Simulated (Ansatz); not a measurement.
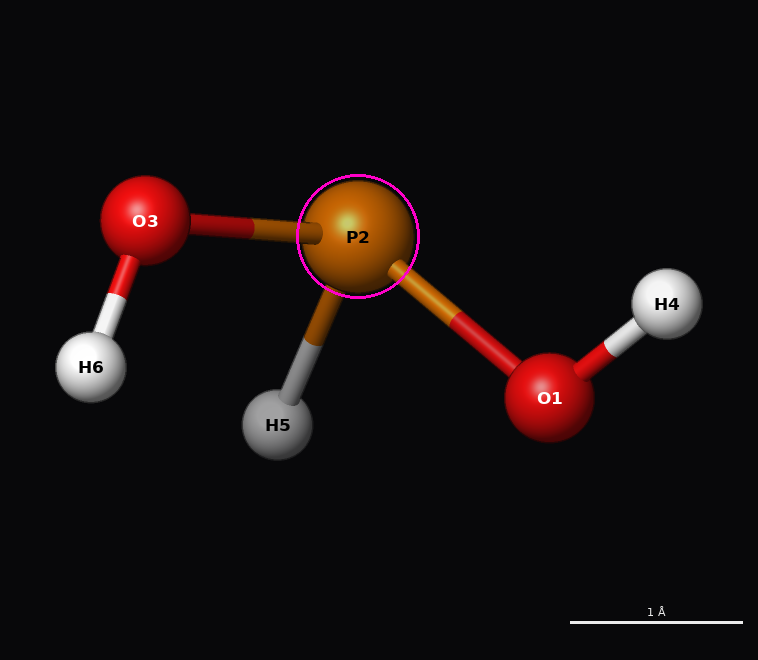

Simulated data, not a measurement (program: Ansatz).

Orthographic view. Distant atoms are faded towards the background colour. Charge +1, doublet. Geometry: the geometry of the neutral molecule.

**Name the neighbours of the circled atom.**

The circled atom is P2; it is bonded to O1, O3, H5.

**Of P2 and O3, which is nearer the viewer?**

O3; the bond to P2 points away from the viewer, so it looks shorter than its 1.63 Å.

**Which two atoms are farthest apart in space?**

H4 and H6, 3.38 Å.

**Which atom is farthest from the viewer?**

H5, 1.4 Å behind the mean position.
